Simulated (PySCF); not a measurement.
Ionisation energy of Cd³⁺ ([Kr] (4d₃/₂)⁴ (4d₅/₂)⁵ → [Kr] (4d₃/₂)⁴ (4d₅/₂)⁴). PySCF, x2c-QZVPPall-2c, two-component X2C-1e. 28 core electrons frozen.

The results, method by method:

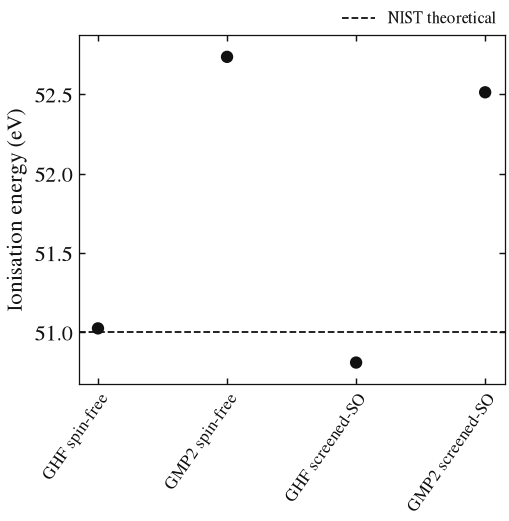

```tsv
Method	Ionisation energy (eV)
GHF spin-free	51.02
GMP2 spin-free	52.74
GHF screened-SO	50.81
GMP2 screened-SO	52.51
```

The values run from 50.81 eV (GHF screened-SO) to 52.74 eV (GMP2 spin-free). The NIST theoretical value is 51.0 ± 2 eV; nearest to it come GHF spin-free (+0.02) and GHF screened-SO (−0.19), furthest GMP2 spin-free (+1.74 eV).
